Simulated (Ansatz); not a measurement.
**CHNSi (triplet): inputs that go wrong**

5 inputs are run for CHNSi (triplet) as typed; the log has to tell whether the result can be used and what must change.

Computed with Ansatz 0.2.0, Gaussian basis. Level: the settings change from run to run.

20 further runs of the same task are left out: 6 that didn't finish, 14 set aside as unsound or not needed.

### 1 The geometry

The geometry is a PBE0/def2-TZVP stationary point (not a proven minimum).

4 atoms, charge 0, spin multiplicity 3.

Atoms are counted from 1 here; the program's logs count them from 0.

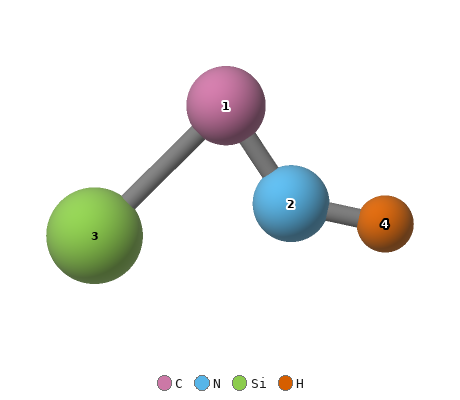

The structure; carbon pink, nitrogen blue, silicon green, hydrogen orange; atoms are numbered from 1 in the order of the file.

### 2 Try 1

File in.yaml:

```yaml
crystal:
  periodic: [false, false, false]
  atoms:
    - {symbol: C, position_ang: [0.000000, -0.784833, 0.780179]}
    - {symbol: N, position_ang: [0.000000, 0.409287, 1.114041]}
    - {symbol: Si, position_ang: [0.000000, 0.098619, -0.960690]}
    - {symbol: H, position_ang: [0.000000, 0.916592, 1.991118]}
basis:
  gaussian: {orbitals: aug-cc-pVDZ}
magnetization: {spin_polarized: false, initial_magnetization: 2}
correlation: {active_space: {ras: {orbitals: [6, 2, 67], electrons: 14, max_holes: 2, max_particles: 2}, fixed_orbitals: true}}
output: {forces: true}
```

Run with:

```sh
$ ansatz run in.yaml --threads 1 --pin off --events-out ev --progress --plain --max-ram 2393MiB
```

Log:

```text
Functional definition: HF
  name "HF"
  cite "Fock, Z. Phys. 61, 126 (1930) doi:10.1007/BF01340294"
  parent pbe
  exchange = exact_x
  correlation = 0
833 factors; integrals over basis functions are off by at most 6.8e-4 eV
mean field evaluation 1: about -10382.5233 eV, gradient 3.2e1 eV
mean field evaluation 2: about -10382.5356 eV, gradient 3.2e1 eV
mean field evaluation 4: about -10386.1746 eV, gradient 3.4e0 eV
mean field evaluation 8: about -10386.4812 eV, gradient 1.0e0 eV
mean field evaluation 16: about -10386.5103 eV, gradient 1.8e-6 eV
mean field evaluation 32: about -10385.1026 eV, gradient 4.3e-1 eV
mean field -10386.51034244 eV, -381.6972148550 hartree, gradient 1.8e-6 eV, S^2 2.000000; 5 other end points of the search recorded, 0 dependent functions left out
reference -10386.51034244 eV, -381.6972148550 hartree; 15, 13 occupied and 67, 69 virtual orbitals, 833 factors
Error: with the densities for the forces the run needs 2.59 GiB of the host's memory, and 2.33 GiB are given
refused for memory
```

Wall time 9 s (1 thread of Intel Xeon at 2.50GHz, shared host).

What is wrong: The program refused it for memory. The method needs more than --max-ram allows. Cure: a smaller space or basis, or more memory.

### 3 Try 2

File in.yaml:

```yaml
crystal:
  periodic: [false, false, false]
  atoms:
    - {symbol: C, position_ang: [0.000000, -0.784833, 0.780179]}
    - {symbol: N, position_ang: [0.000000, 0.409287, 1.114041]}
    - {symbol: Si, position_ang: [0.000000, 0.098619, -0.960690]}
    - {symbol: H, position_ang: [0.000000, 0.916592, 1.991118]}
basis:
  gaussian: {orbitals: STO-3G}
magnetization: {spin_polarized: false, initial_magnetization: 2}
correlation: {method: sc_nevpt2, electrons: outside_noble_gas, active_space: {window: {electrons: 2, orbitals: 1}}}
```

Same command.

Log:

```text
Functional definition: HF
  name "HF"
  cite "Fock, Z. Phys. 61, 126 (1930) doi:10.1007/BF01340294"
  parent pbe
  exchange = exact_x
  correlation = 0
247 factors; integrals over basis functions are off by at most 1.7e-5 eV
mean field evaluation 1: about -10260.9334 eV, gradient 9.7e0 eV
mean field evaluation 2: about -10261.0063 eV, gradient 9.6e0 eV
mean field evaluation 4: about -10262.1388 eV, gradient 2.2e0 eV
mean field evaluation 8: about -10262.3075 eV, gradient 6.7e-2 eV
mean field evaluation 16: about -10260.0390 eV, gradient 6.5e0 eV
mean field evaluation 32: about -10260.6143 eV, gradient 2.0e-2 eV
mean field -10262.30700040 eV, -377.1328262232 hartree, gradient 2.2e-6 eV, S^2 2.000000; 4 other end points of the search recorded, 0 dependent functions left out
reference -10262.30700040 eV, -377.1328262232 hartree; 15, 13 occupied and 5, 7 virtual orbitals, 247 factors
Error: 2 electrons in 1 orbitals form no window around the highest filled level of the reference
```

Run time: 1.5 s. Hardware: 1 thread of Intel Xeon at 2.50GHz, shared host.

Diagnosis: The run stopped with an error. The active window can't be built from these electrons and orbitals. Fix: choose counts that fit the spin, the electrons and the basis.

### 4 Try 3

File in.yaml:

```yaml
crystal:
  periodic: [false, false, false]
  atoms:
    - {symbol: C, position_ang: [0.000000, -0.784833, 0.780179]}
    - {symbol: N, position_ang: [0.000000, 0.409287, 1.114041]}
    - {symbol: Si, position_ang: [0.000000, 0.098619, -0.960690]}
    - {symbol: H, position_ang: [0.000000, 0.916592, 1.991118]}
basis:
  gaussian: {orbitals: "6-31G*", fitting: {mean_field: def2-universal-jkfit}, point_charges: [{charge: 0.50, position_ang: [4.961, -0.596, 0.074]}]}
magnetization: {spin_polarized: false, initial_magnetization: 2}
correlation: {active_space: {window: {electrons: 2, orbitals: 200}}}
accuracy: high
scf: {omitted_lower_state_checks: [cluster_reference]}
```

Same command.

Log:

```text
Functional definition: HF
  name "HF"
  cite "Fock, Z. Phys. 61, 126 (1930) doi:10.1007/BF01340294"
  parent pbe
  exchange = exact_x
  correlation = 0
these checks for a lower state are left out or cut short: cluster_reference
298 factors; integrals over basis functions are off by at most 7.0e-2 eV
mean field evaluation 1: about -10383.8058 eV, gradient 2.1e1 eV
mean field evaluation 2: about -10384.7930 eV, gradient 1.5e1 eV
mean field evaluation 4: about -10385.6338 eV, gradient 1.3e0 eV
mean field evaluation 8: about -10385.6680 eV, gradient 2.1e-3 eV
mean field evaluation 16: about -10385.6629 eV, gradient 5.6e-1 eV
mean field -10385.66796222 eV, -381.6662579531 hartree, gradient 1.9e-8 eV, S^2 2.000000; 4 other end points of the search recorded, 0 dependent functions left out
reference -10385.66796222 eV, -381.6662579531 hartree; 15, 13 occupied and 36, 38 virtual orbitals, 298 factors
Error: 2 electrons in 200 orbitals form no window around the highest filled level of the reference
```

It took 3.2 s on 1 thread of Intel Xeon at 2.50GHz, shared host.

Diagnosis: The run stopped with an error. The active window can't be built from these electrons and orbitals. Fix: choose counts that fit the spin, the electrons and the basis.

### 5 Try 4

File in.yaml:

```yaml
crystal:
  periodic: [false, false, false]
  atoms:
    - {symbol: C, position_ang: [0.000000, -0.784833, 0.780179]}
    - {symbol: N, position_ang: [0.000000, 0.409287, 1.114041]}
    - {symbol: Si, position_ang: [0.000000, 0.098619, -0.960690]}
    - {symbol: H, position_ang: [0.000000, 0.916592, 1.991118]}
basis:
  gaussian: {orbitals: cc-pVDZ, point_charges: [{charge: 1.00, position_ang: [4.856, 0.250, -0.437]}]}
magnetization: {spin_polarized: false, initial_magnetization: 3}
correlation: {method: bccd, electrons: outside_noble_gas, diis_vectors: 12}
output: {forces: true}
```

The command is unchanged.

Log:

```text
Error: a molecule whose nuclei and cores have a total charge of 28 cannot have a net charge of 0 together with 3 unpaired electrons
```

Wall time 0.06 s (1 thread of Intel Xeon at 2.50GHz, shared host).

**Diagnosis.** The run was refused. The number of unpaired electrons doesn't fit the electron count. Cure: make charge and initial_magnetization agree.

### 6 Try 5

File in.yaml:

```yaml
crystal:
  periodic: [false, false, false]
  atoms:
    - {symbol: C, position_ang: [0.000000, -0.784833, 0.780179]}
    - {symbol: N, position_ang: [0.000000, 0.409287, 1.114041]}
    - {symbol: Si, position_ang: [0.000000, 0.098619, -0.960690]}
    - {symbol: H, position_ang: [0.000000, 0.916592, 1.991118]}
basis:
  gaussian: {orbitals: cc-pVDZ}
magnetization: {spin_polarized: false, initial_magnetization: 2}
correlation: {method: fic_mrcisd_q, electrons: all, active_space: {window: {electrons: 34, orbitals: 14}}}
accuracy: high
```

Launched as before.

Log:

```text
Functional definition: HF
  name "HF"
  cite "Fock, Z. Phys. 61, 126 (1930) doi:10.1007/BF01340294"
  parent pbe
  exchange = exact_x
  correlation = 0
1116 factors; integrals over basis functions are off by at most 3.5e-9 eV
mean field evaluation 1: about -10384.1952 eV, gradient 2.2e1 eV
mean field evaluation 2: about -10384.2019 eV, gradient 2.2e1 eV
mean field evaluation 4: about -10386.1447 eV, gradient 3.2e0 eV
mean field evaluation 8: about -10386.3385 eV, gradient 3.3e-1 eV
mean field evaluation 16: about -10386.3427 eV, gradient 2.2e-8 eV
mean field evaluation 32: about -10384.8642 eV, gradient 3.9e-4 eV
mean field -10386.34266522 eV, -381.6910528309 hartree, gradient 3.4e-8 eV, S^2 2.000000; 5 other end points of the search recorded, 0 dependent functions left out
reference -10386.34266522 eV, -381.6910528309 hartree; 15, 13 occupied and 36, 38 virtual orbitals, 1116 factors
Error: 34 electrons in 14 orbitals form no window around the highest filled level of the reference
```

Run time: 7 s. Hardware: 1 thread of Intel Xeon at 2.50GHz, shared host.

What is wrong: The run stopped with an error. The active window can't be built from these electrons and orbitals. To mend it, choose counts that fit the spin, the electrons and the basis.

### 7 Summary

| try | level | ended | cause | time |
| --- | --- | --- | --- | --- |
| 1 | CISD/aug-cc-pVDZ | out of memory | the method needs more than --max-ram allows | 9 s |
| 2 | NEVPT2(2,1)/STO-3G | stopped by an error | the active window can't be built from these electrons and orbitals | 1.5 s |
| 3 | CASSCF(2,200)/6-31G* | stopped by an error | the active window can't be built from these electrons and orbitals | 3.2 s |
| 4 | BCCD on ROHF/cc-pVDZ | refused | the number of unpaired electrons doesn't fit the electron count | 0.06 s |
| 5 | MRCISD+Q(34,14)/cc-pVDZ | stopped by an error | the active window can't be built from these electrons and orbitals | 7 s |

1 out of memory, 3 stopped by an error, 1 refused.
